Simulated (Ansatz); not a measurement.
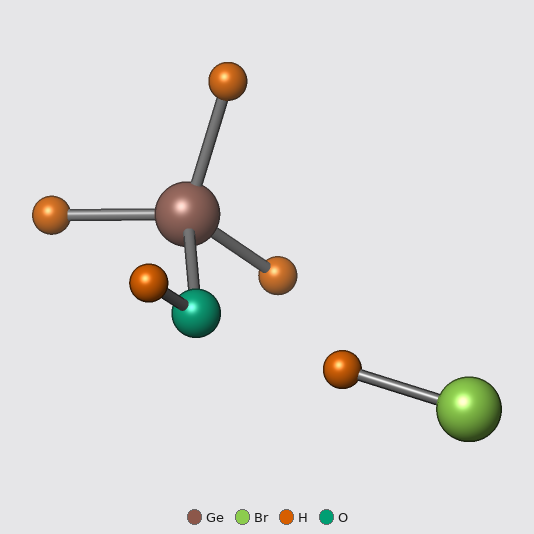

Computed geometry: PBE0-D4/def2-TZVP optimisation. Level of theory: RKS PBE0-D4/def2-TZVPP (Ansatz 0.2.0).

### What is the dispersion correction?

−10.2 kJ/mol.

### Estimate the HOMO–LUMO gap.

7.37 eV.

### What is the HOMO energy (Kohn–Sham orbital)?

−7.89 eV.
